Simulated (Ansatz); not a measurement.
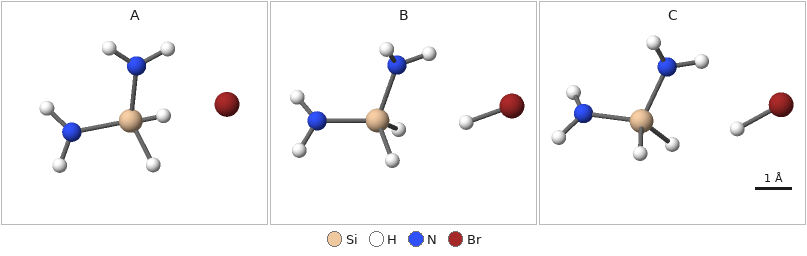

3 geometries from a converged minimum-energy path of SiN2H7Br, shuffled. Style: ball-and-stick. Shown at a tilt.

The calculation used RKS BHLYP-D4/def2-SVP in Ansatz. Settings: 9 movable images; climbing image; force threshold 0.05 eV/Å; iteration limit 60; starting path through a guess of the saddle point.

**Which frame is the transition state?**

A. In order along the path, whose images run from 0 to 10: C (image 0, 0.00 eV), B (image 1, +0.01 eV), A (image 3, +1.18 eV). Breaking: Br–H (1.42 → 4.55 Å), H–Si (1.50 → 3.39 Å). Forming: H–H (1.95 → 0.75 Å), Br–Si (4.23 → 2.25 Å).
